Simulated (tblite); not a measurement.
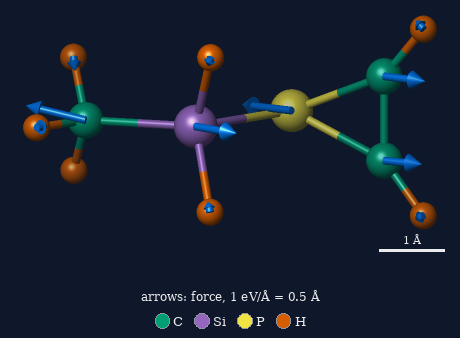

Starting geometry of C3H7PSi with the computed forces as blue arrows. The picture is a ball-and-stick view, seen at a tilt.

Method: tblite, GFN2-xTB geometry optimisation, gas phase. 

Is this structure relaxed? If not, where do the atoms go?

Answer. It isn't relaxed: the largest force vector, on the P atom, is 2.20 eV/Å. The final displacements follow the starting forces only in part (cosine between the two patterns 0.42). After 43 geometry steps the energy has fallen by 20.6 kJ/mol. The atom that moves furthest after the best rigid fit is an H atom (0.12 Å). Largest moves by element: H 0.12 Å, C 0.09 Å, Si 0.06 Å, P 0.01 Å. Some distances before and after: C–Si 1.828 → 1.897 Å, C–P 1.781 → 1.849 Å, P–Si 2.226 → 2.262 Å, H–Si 1.492 → 1.472 Å. Among the angles between lasting bonds that change: P–C–H 153.7° → 144.0°, C–C–H 137.7° → 146.5°, P–C–H 152.7° → 144.2°.
